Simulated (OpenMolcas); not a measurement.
# PH2 (SMILES [PH2]): levels of theory compared

Wanted: a comparison of 6 runs (UB3LYP/6-31G*, U-r2SCAN/cc-pVTZ, UB3LYP/cc-pVTZ, UM06-2X/cc-pVTZ, UPBE0/cc-pVTZ, UTPSS/cc-pVTZ) of PH2. 

The calculation is run with OpenMolcas 26.06.

1 further run of the same task is left out (set aside as unsound or not needed).

### 1 The structure to begin with

PH2: 3 atoms, total charge 0, spin state doublet. As SMILES, `[PH2]`. The P1–H2 distance was set to 3.133 Å, away from the relaxed value. At this shape a bond of the SMILES string is far longer than usual.

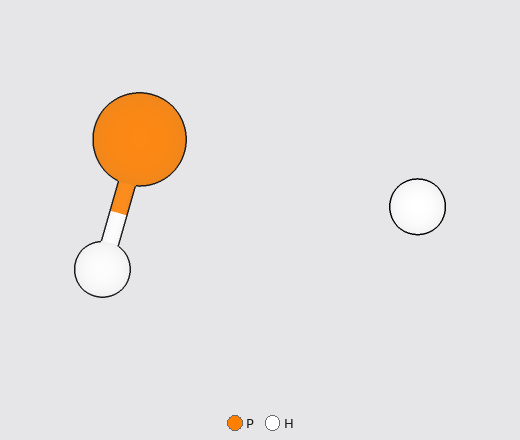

Viewed from a chosen angle; phosphorus orange, hydrogen white.

### 2 A single-point energy at UB3LYP/6-31G(d) (Cartesian functions) (run 1)

File mol.xyz:

```xyz
3

P      1.019026    -1.942362     0.355960
H      0.114640     1.051490     0.176750
H     -0.147074    -2.375112    -0.337220
```

File test.input:

```
&GATEWAY
BasLib = $CurrDir
Coord = mol.xyz
Basis = 6-31Gs
Group = NoSym
&SEWARD
GridInput
Grid=UltraFine
End of Grid
&SCF
UHF
Spin = 2
KSDFT = B3LYP
Thresholds = 1e-10 1e-07 1e-07 1e-05
PrOrbitals = 0
```

The basis set 6-31G* is read from a file made from the Basis Set Exchange's data (not shown).

Launch:

```console
$ export MOLCAS_MEM=1860
$ pymolcas test.input > test.log
```

What it wrote:

```text
--- Start Module: gateway ---
[...]
--- Stop Module: gateway /rc=_RC_ALL_IS_WELL_ ---
--- Start Module: seward ---
[...]
      Basis functions           23
--- Stop Module: seward /rc=_RC_ALL_IS_WELL_ ---
--- Start Module: scf ---
[...]
       Convergence after  19 Iterations
[...]
::    Total KS-DFT energy                            -342.3827062248
[...]
      Total spin, S                                     0.8769939472
[...]
      Total electronic charge=   17.000000
      Total            charge=   -0.000000
[...]
      Dipole Moment (debye):
      Origin of the operator (angstrom)=    0.9558   -1.8641    0.3293
                   X= -5.1571E-01               Y= -3.4013E-01               Z= -3.2257E-01           Total=  6.9692E-01
      Quadrupole Moment (debye*angstrom):
[...]
--- Stop Module: scf /rc=_RC_ALL_IS_WELL_ ---
[...]
```

Wall time 6.6 s (1 thread of Arm Neoverse V2, shared host); peak memory 0.37 GiB.

### 3 The energy at U-r2SCAN/cc-pVTZ (run 2)

mol.xyz is that of step 2.

File mol.input:

```
&GATEWAY
 BasLib = $CurrDir
 Coord = mol.xyz
 Basis = cc-pVTZ
 Group = NoSym

&SEWARD
 GridInput
 Grid=UltraFine
 End of Grid

&SCF
 UHF
 Spin = 2
 KSDFT = 2
 1.0 MGGA_X_R2SCAN
 1.0 MGGA_C_R2SCAN
 Thresholds = 1e-10 1e-07 1e-07 1e-05
 PrOrbitals = 1 2
```

The basis set cc-pVTZ is read from a file made from the Basis Set Exchange's data (not shown).

Launch:

```console
$ export MOLCAS_MEM=1860
$ pymolcas mol.input > mol.log
```

What it wrote:

```text
--- Start Module: gateway ---
[...]
--- Stop Module: gateway /rc=_RC_ALL_IS_WELL_ ---
--- Start Module: seward ---
[...]
      Basis functions           62
--- Stop Module: seward /rc=_RC_ALL_IS_WELL_ ---
--- Start Module: scf ---
[...]
       Convergence after  19 Iterations
[...]
::    Total KS-DFT energy                            -342.3683135234
[...]
      Total spin, S                                     0.8770382403
[...]
      Total electronic charge=   17.000000
      Total            charge=   -0.000000
[...]
      Dipole Moment (debye):
      Origin of the operator (angstrom)=    0.9558   -1.8641    0.3293
                   X= -3.5122E-01               Y= -4.5617E-01               Z= -2.4385E-01           Total=  6.2523E-01
      Quadrupole Moment (debye*angstrom):
[...]
--- Stop Module: scf /rc=_RC_ALL_IS_WELL_ ---
[...]
```

It took 24 s on 1 thread of Arm Neoverse V2, shared host; peak memory 0.4 GiB.

Runs 3 to 4 aren't shown in full; the table further down has their settings and results.

### 4 A single-point energy at UPBE0/cc-pVTZ (run 5)

File test.inp:

```
&GATEWAY
  BasLib=$CurrDir
  Coord
  3
  angstrom
  P        1.019026      -1.942362       0.355960
  H        0.114640       1.051490       0.176750
  H       -0.147074      -2.375112      -0.337220
  Basis=cc-pVTZ
  Group=NoSym

&SEWARD
  GridInput
  Grid=UltraFine
  End of Grid

&SCF
  UHF
  Spin=2
  KSDFT=PBE0
  Thresholds=1e-10 1e-07 1e-07 1e-05
  PrOrbitals=1
```

The basis set cc-pVTZ is read from a file made from the Basis Set Exchange's data (not shown).

Launch:

```console
$ export MOLCAS_MEM=1860
$ pymolcas test.inp > test.log
```

What it wrote:

```text
--- Start Module: gateway ---
[...]
--- Stop Module: gateway /rc=_RC_ALL_IS_WELL_ ---
--- Start Module: seward ---
[...]
      Basis functions           62
--- Stop Module: seward /rc=_RC_ALL_IS_WELL_ ---
--- Start Module: scf ---
[...]
       Convergence after  20 Iterations
[...]
::    Total KS-DFT energy                            -342.2631522676
[...]
      Total spin, S                                     0.8916717181
[...]
      Total electronic charge=   17.000000
      Total            charge=   -0.000000
[...]
      Dipole Moment (debye):
      Origin of the operator (angstrom)=    0.9558   -1.8641    0.3293
                   X= -4.0155E-01               Y= -2.1883E-01               Z= -2.4621E-01           Total=  5.1937E-01
      Quadrupole Moment (debye*angstrom):
[...]
--- Stop Module: scf /rc=_RC_ALL_IS_WELL_ ---
[...]
```

It took 17 s on 1 thread of Arm Neoverse V2, shared host; peak memory 0.4 GiB.

### 5 A single-point energy at UTPSS/cc-pVTZ (run 6)

File calc.input:

```
* H2P Kohn-Sham DFT

&GATEWAY
  BASLIB
  $CurrDir
  COORD
  3
  angstrom
  P        1.019026      -1.942362       0.355960
  H        0.114640       1.051490       0.176750
  H       -0.147074      -2.375112      -0.337220
  BASIS
  cc-pVTZ
  GROUP
  NoSym

&SEWARD
  GRIDINPUT
  Grid=UltraFine
  End of Grid

&SCF
  UHF
  SPIN
  2
  KSDFT
  2
  1.0 MGGA_X_TPSS
  1.0 MGGA_C_TPSS
  THRESHOLDS
  1e-10 1e-07 1e-07 1e-05
  PRORBITALS
  1 2
```

The basis set cc-pVTZ is read from a file made from the Basis Set Exchange's data (not shown).

Launch:

```console
$ export MOLCAS_MEM=1860
$ pymolcas calc.input > calc.log
```

What it wrote:

```text
--- Start Module: gateway ---
[...]
--- Stop Module: gateway /rc=_RC_ALL_IS_WELL_ ---
--- Start Module: seward ---
[...]
      Basis functions           62
--- Stop Module: seward /rc=_RC_ALL_IS_WELL_ ---
--- Start Module: scf ---
[...]
       Convergence after  22 Iterations
[...]
::    Total KS-DFT energy                            -342.4222495671
[...]
      Total spin, S                                     0.8507908256
[...]
      Total electronic charge=   17.000000
      Total            charge=   -0.000000
[...]
      Dipole Moment (debye):
      Origin of the operator (angstrom)=    0.9558   -1.8641    0.3293
                   X= -2.5178E-01               Y= -7.6682E-01               Z= -2.2216E-01           Total=  8.3711E-01
      Quadrupole Moment (debye*angstrom):
[...]
--- Stop Module: scf /rc=_RC_ALL_IS_WELL_ ---
[...]
```

Wall time 29 s (1 thread of Arm Neoverse V2, shared host); peak memory 0.4 GiB.

### 6 All runs side by side

```csv
run,level,Cartesian functions,energy (Eh),dipole moment (D),HOMO energy (eV),LUMO energy (eV),wall time
1,UB3LYP/6-31G* (Cartesian functions),yes,-342.382706,0.70,-6.99,-3.26,6.6 s
2,U-r2SCAN/cc-pVTZ,no,-342.368314,0.63,-6.67,-3.55,24 s
3,UB3LYP/cc-pVTZ,no,-342.417378,0.55,-7.07,-3.39,18 s
4,UM06-2X/cc-pVTZ,no,-342.367634,0.50,-8.26,-3.58,39 s
5,UPBE0/cc-pVTZ,no,-342.263152,0.52,-7.41,-2.85,17 s
6,UTPSS/cc-pVTZ,no,-342.422250,0.84,-6.47,-4.17,29 s
```

### 7 Outcome

| quantity | value |
| --- | --- |
| run 6: total energy | -342.42225 Eh |
| run 6: dipole moment | 0.84 D |
| run 6: HOMO energy (highest over α and β) | -6.47 eV |
| run 6: LUMO energy (lowest over α and β) | -4.17 eV |
| run 6: ⟨S²⟩ | 1.575 |

**Reading.** The dipole moment (its size) runs from 0.50 D (UM06-2X/cc-pVTZ) to 0.84 D (UTPSS/cc-pVTZ). Totals of different functionals can't be ranked against each other. Spin contamination of the reference: run 4 ⟨S²⟩ = 1.69, run 5 ⟨S²⟩ = 1.69, run 2 ⟨S²⟩ = 1.65, run 1 ⟨S²⟩ = 1.65, run 3 ⟨S²⟩ = 1.64, run 6 ⟨S²⟩ = 1.57. Where it is this large, the reference is a mixture of spin states, and values that rest on it are in doubt. All runs together took 2.2 min, the longest 39 s.
